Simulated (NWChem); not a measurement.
# CH5FSeSi (SMILES C[SiH](F)[SeH]): levels of theory compared

Wanted: a comparison of 4 runs (HF/pcseg-1, HF/def2-SVP, PBE0/3-21G, PBE0/def2-SVP) of CH5FSeSi. 

The calculation is run with NWChem 7.3.0.

## (1) The structure to begin with

CH5FSeSi: 9 atoms, total charge 0, spin state singlet. SMILES: `C[SiH](F)[SeH]`. The coordinates come from a PBE0-D4/def2-TZVP relaxation. This is one conformer, not always the lowest.

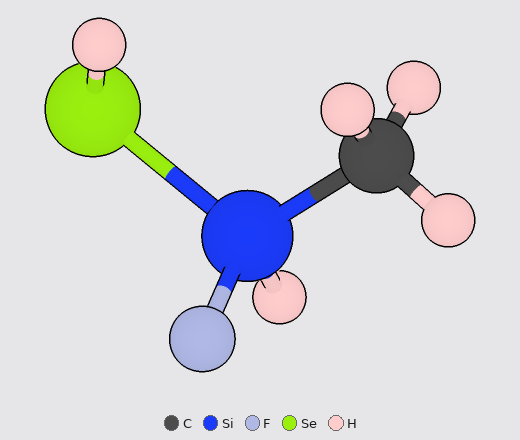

The structure, seen from a chosen angle (carbon dark grey, silicon blue, fluorine light blue, selenium green, hydrogen pink).

## (2) Energy and gradient at HF/pcseg-1 (run 1)

run.xyz

```xyz
9

C      0.022000     0.604500    -1.003100
Si     0.411300    -0.676600     0.276000
F      1.817000    -0.289700     0.939300
Se    -1.205500    -0.851300     1.856100
H     -0.903300     0.352100    -1.524800
H     -0.099000     1.587900    -0.543200
H      0.832300     0.665800    -1.734200
H      0.547800    -2.045000    -0.275300
H     -1.334100     0.606100     1.992200
```

run.py

```python
from ase.io import read
from ase.calculators.nwchem import NWChem

system = read('run.xyz')

calc = NWChem(
    label='run',
    theory='scf',
    memory='2200 mb',
    basis='pcseg-1',
    basispar='spherical bse',
    scf={'nopen': '0', 'rhf': None, 'thresh': '1e-08', 'maxiter': '80'},
)
system.calc = calc

forces = system.get_forces()
print("Total energy (eV):", round(system.get_potential_energy(), 6))
print("forces (eV/A):")
for s, f in zip(system.symbols, forces):
    print(f"{s:2s} {f[0]:10.5f} {f[1]:10.5f} {f[2]:10.5f}")
print("dipole (e A):", system.get_dipole_moment().round(4))
```

Command:

```
$ export ASE_NWCHEM_COMMAND="nwchem PREFIX.nwi > PREFIX.nwo"
$ python run.py
```

What it wrote:

```text
Total energy (eV): -76973.436128
forces (eV/A):
C    -0.07888    0.21191   -0.17982
Si   -0.23448   -0.69317   -0.42583
F     0.48095    0.17005    0.22883
Se   -0.15766    0.37662    0.15576
H     0.17622    0.07384    0.07024
H     0.03024   -0.15036   -0.13082
H    -0.16239    0.01347    0.12830
H     0.01255    0.26817    0.07091
H    -0.06654   -0.27053    0.08238
dipole (e A): [-0.1983  0.2051 -0.3806]
```

The calculator wrote run.nwi:

```
title "run"

permanent_dir run

scratch_dir run

start run

geometry units angstrom nocenter noautosym noautoz
  C  2.1999999999999999e-02 6.0450000000000004e-01 -1.0031000000000001e+00
  Si 4.1130000000000000e-01 -6.7659999999999998e-01 2.7600000000000002e-01
  F  1.8169999999999999e+00 -2.8970000000000001e-01 9.3930000000000002e-01
  Se -1.2055000000000000e+00 -8.5129999999999995e-01 1.8561000000000001e+00
  H  -9.0329999999999999e-01 3.5210000000000002e-01 -1.5247999999999999e+00
  H  -9.9000000000000005e-02 1.5879000000000001e+00 -5.4320000000000002e-01
  H  8.3230000000000004e-01 6.6579999999999995e-01 -1.7342000000000000e+00
  H  5.4779999999999995e-01 -2.0449999999999999e+00 -2.7529999999999999e-01
  H  -1.3341000000000001e+00 6.0609999999999997e-01 1.9922000000000000e+00
end

memory 2200 mb

basis spherical bse noprint
   * library pcseg-1
end

scf
  nopen 0
  rhf
  thresh 1e-08
  maxiter 80
end

task scf gradient
```

run.nwo:

```text
Northwest Computational Chemistry Package (NWChem) 7.3.0
             --------------------------------------------------------

           Job information
           ---------------

    nwchem branch   = 7.3.0
    use scalapack   = T
    input           = run.nwi
    prefix          = run.
    data base       = run/run.db
    status          = startup
    nproc           =        1

           Memory information
           ------------------

[... 5 lines left out ...]
    hardfail = no
[... 138 lines left out ...]
         Quadratically convergent ROHF
[... 15 lines left out ...]
       Final RHF  results
[... 4 lines left out ...]
      Two-electron energy =   1445.817322997139
[... 53 lines left out ...]
                       ROHF Final Molecular Orbital Analysis
[... 258 lines left out ...]
                 ----------------------------------------
                 |  Time  |  1-e(secs)   |  2-e(secs)   |
                 ----------------------------------------
                 |  CPU   |       0.01   |       8.26   |
                 ----------------------------------------
                 |  WALL  |       0.01   |       8.26   |
                 ----------------------------------------

 Task  times  cpu:       36.5s     wall:       36.5s
 Total times  cpu:       36.6s     wall:       36.6s
```

It took 38 s on 1 thread of Intel Xeon 6975P-C (Granite Rapids), shared host; peak memory 0.1 GiB.

## (3) Energy and forces at HF/def2-SVP (run 2)

ch5fsesi.xyz

```xyz
9
CH5FSeSi hf
C      0.022000     0.604500    -1.003100
Si     0.411300    -0.676600     0.276000
F      1.817000    -0.289700     0.939300
Se    -1.205500    -0.851300     1.856100
H     -0.903300     0.352100    -1.524800
H     -0.099000     1.587900    -0.543200
H      0.832300     0.665800    -1.734200
H      0.547800    -2.045000    -0.275300
H     -1.334100     0.606100     1.992200
```

run.py

```python
from ase.io import read
from ase.calculators.nwchem import NWChem

atoms = read('ch5fsesi.xyz')

calc = NWChem(
    label='ch5fsesi',
    theory='scf',
    memory='2200 mb',
    basis='def2-SVP',
    basispar='spherical bse',
    scf={'nopen': '0', 'rhf': None, 'thresh': '1e-08', 'maxiter': '80'},
)
atoms.calc = calc

forces = atoms.get_forces()
print("Total energy (eV):", round(atoms.get_potential_energy(), 6))
print("forces (eV/A):")
for s, f in zip(atoms.symbols, forces):
    print(f"{s:2s} {f[0]:10.5f} {f[1]:10.5f} {f[2]:10.5f}")
print("dipole (e A):", atoms.get_dipole_moment().round(4))
```

Command:

```
$ export ASE_NWCHEM_COMMAND="nwchem PREFIX.nwi > PREFIX.nwo"
$ python run.py
```

What it wrote:

```text
Total energy (eV): -76970.049912
forces (eV/A):
C    -0.05893    0.15257   -0.13982
Si   -0.17319   -0.62185   -0.25305
F     0.37523    0.13514    0.20085
Se   -0.11220    0.41143    0.12583
H     0.01944    0.02792   -0.01440
H     0.01028    0.00406   -0.03893
H    -0.02885    0.01630    0.01136
H     0.02113    0.18306    0.03774
H    -0.05286   -0.30864    0.07045
dipole (e A): [-0.1802  0.2072 -0.3618]
```

The calculator wrote ch5fsesi.nwi:

```
title "ch5fsesi"

permanent_dir ch5fsesi

scratch_dir ch5fsesi

start ch5fsesi

geometry units angstrom nocenter noautosym noautoz
  C  2.1999999999999999e-02 6.0450000000000004e-01 -1.0031000000000001e+00
  Si 4.1130000000000000e-01 -6.7659999999999998e-01 2.7600000000000002e-01
  F  1.8169999999999999e+00 -2.8970000000000001e-01 9.3930000000000002e-01
  Se -1.2055000000000000e+00 -8.5129999999999995e-01 1.8561000000000001e+00
  H  -9.0329999999999999e-01 3.5210000000000002e-01 -1.5247999999999999e+00
  H  -9.9000000000000005e-02 1.5879000000000001e+00 -5.4320000000000002e-01
  H  8.3230000000000004e-01 6.6579999999999995e-01 -1.7342000000000000e+00
  H  5.4779999999999995e-01 -2.0449999999999999e+00 -2.7529999999999999e-01
  H  -1.3341000000000001e+00 6.0609999999999997e-01 1.9922000000000000e+00
end

memory 2200 mb

basis spherical bse noprint
   * library def2-SVP
end

scf
  nopen 0
  rhf
  thresh 1e-08
  maxiter 80
end

task scf gradient
```

ch5fsesi.nwo:

```text
Northwest Computational Chemistry Package (NWChem) 7.3.0
             --------------------------------------------------------

           Job information
           ---------------

    nwchem branch   = 7.3.0
    use scalapack   = T
    input           = ch5fsesi.nwi
    prefix          = ch5fsesi.
    data base       = ch5fsesi/ch5fsesi.db
    status          = startup
    nproc           =        1

           Memory information
           ------------------

[... 5 lines left out ...]
    hardfail = no
[... 138 lines left out ...]
         Quadratically convergent ROHF
[... 15 lines left out ...]
       Final RHF  results
[... 4 lines left out ...]
      Two-electron energy =   1446.013289544722
[... 53 lines left out ...]
                       ROHF Final Molecular Orbital Analysis
[... 235 lines left out ...]
                 ----------------------------------------
                 |  Time  |  1-e(secs)   |  2-e(secs)   |
                 ----------------------------------------
                 |  CPU   |       0.01   |       5.90   |
                 ----------------------------------------
                 |  WALL  |       0.01   |       5.90   |
                 ----------------------------------------

 Task  times  cpu:       22.8s     wall:       22.8s
 Total times  cpu:       22.8s     wall:       22.8s
```

It took 24 s on 1 thread of Intel Xeon 6975P-C (Granite Rapids), shared host; peak memory 0.099 GiB.

Run 3 isn't shown in full; the table further down has it.

## (4) Energy and forces at PBE0/def2-SVP (run 4)

m1.nw

```
echo
start m1
memory total 2200 mb
geometry units au noautosym nocenter noautoz
  C   0.04157397  1.14233944 -1.89558428
  Si  0.77724436 -1.27858870  0.52156441
  F   3.43363237 -0.54745366  1.77501975
  Se -2.27806484 -1.60872385  3.50752066
  H  -1.70698961  0.66537257 -2.88145439
  H  -0.18708289  3.00069611 -1.02649923
  H   1.57281905  1.25817965 -3.27716305
  H   1.03519197 -3.86448992 -0.52024160
  H  -2.52108362  1.14536300  3.76471239
end
basis "ao basis" spherical bse
  * library def2-SVP
end
dft
  xc pbe0
  grid fine
  convergence energy 1e-08
  maxiter 100
  mulliken
end
task dft gradient
```

Command:

```
$ nwchem m1.nw > m1.out
```

What it wrote:

```text
[...]
          Wavefunction type:  closed shell.
          No. of atoms     :     9
          No. of electrons :    68
[...]
          Charge           :     0
          Spin multiplicity:     1
[...]
          AO basis - number of functions:   103
[...]
              XC Information
              --------------
                         PBE0 Method XC Functional
                     Hartree-Fock (Exact) Exchange  0.250
          PerdewBurkeErnzerhof Exchange Functional  0.750
            Perdew 1991 LDA Correlation Functional  1.000 local
           PerdewBurkeErnz. Correlation Functional  1.000 non-local
[...]
 d= 0,ls=0.0,diis     1  -2830.9899704829 -3.17D+03  1.16D-02  5.72D-01     2.2
[...]
 d= 0,ls=0.0,diis     8  -2831.0556009005 -3.47D-09  2.71D-06  1.34D-07    13.6
         Total DFT energy =    -2831.055600900478
      One electron energy =    -4613.052479203145
           Coulomb energy =     1568.964610760954
    Exchange-Corr. energy =     -125.373819186103
 Nuclear repulsion energy =      338.406086727817
[...]
      Total Density - Mulliken Population Analysis
     ---------------------------------------------
    Atom       Charge   Shell Charges
 -----------   ------   -------------------------------------------------------
    1 C    6     6.36   1.99  0.88  0.28  2.13  1.07  0.02
    2 Si  14    13.30   2.00  1.98  1.02  0.09  5.93  1.22  0.70  0.37
    3 F    9     9.33   1.99  1.13  0.80  3.35  2.06  0.01
    4 Se  34    34.26   2.00  2.00  1.99  1.40  0.48  6.00  5.97  2.00  2.36  8.17  1.77  0.12
    5 H    1     0.91   0.72  0.16  0.03
    6 H    1     0.92   0.72  0.17  0.03
    7 H    1     0.91   0.72  0.16  0.03
    8 H    1     1.08   0.74  0.33  0.01
    9 H    1     0.93   0.69  0.22  0.03
[...]
  wavefunction    = closed shell
[...]
```

Run time: 21 s. Hardware: 1 thread of Intel Xeon 6975P-C (Granite Rapids), shared host; peak memory 0.13 GiB.

## (5) The series

| run | level | iteration cap | module | energy (Eh) | dipole moment (D) | HOMO energy (eV) | LUMO energy (eV) | wall time |
| --- | --- | --- | --- | --- | --- | --- | --- | --- |
| 1 | HF/pcseg-1 | 80 | scf | -2828.721626 | 2.28 | -9.94 | 3.29 | 38 s |
| 2 | HF/def2-SVP | 80 | scf | -2828.597185 | 2.18 | -9.86 | 3.70 | 24 s |
| 3 | PBE0/3-21G | 100 | dft | -2817.845583 | 2.41 | -7.16 | 0.64 | 15 s |
| 4 | PBE0/def2-SVP | 100 | dft | -2831.055601 | 2.05 | -7.19 | 0.31 | 21 s |

## (6) Outcome

```
                       quantity           value
            run 4: total energy  -2831.05560 Eh
           run 4: dipole moment          2.05 D
             run 4: HOMO energy        -7.19 eV
             run 4: LUMO energy         0.31 eV
           run 4: HOMO–LUMO gap         7.50 eV
run 4: largest force on an atom      0.990 eV/Å
```

The dipole moment (its size) runs from 2.05 D (PBE0/def2-SVP) to 2.41 D (PBE0/3-21G). The HOMO–LUMO gap runs from 7.50 eV (PBE0/def2-SVP) to 13.57 eV (HF/def2-SVP). Exact exchange widens orbital gaps. All runs together took 97 s, the longest 38 s.
